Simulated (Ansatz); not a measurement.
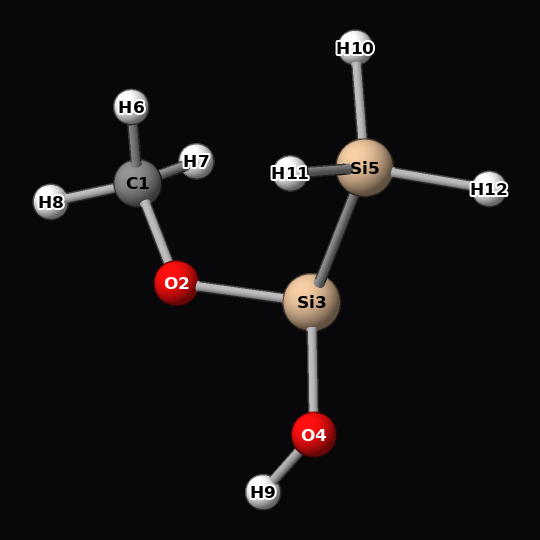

The questions are on Mulliken charges. The species is neutral and a spin doublet. The computed structure is the end point of a PBE0-D4/def2-TZVP optimisation. No frequency run is at hand to confirm it as a minimum. Method: UKS ωB97M-V/def2-TZVPP (Ansatz 0.2.0).

> Which atom carries the highest charge (most positive or least negative)?

Si3 (0.36 e).

> And the lowest?

O4 (−0.36 e).

Give the Mulliken charges atom by atom.

```
atom  value (e)
  C1      −0.17
  O2      −0.33
 Si3       0.36
  O4      −0.36
 Si5       0.03
  H6       0.11
  H7       0.11
  H8       0.13
  H9       0.18
 H10      −0.03
 H11      −0.02
 H12      −0.02
```

Mulliken values depend strongly on the basis set and can even reverse the polarity of a bond.
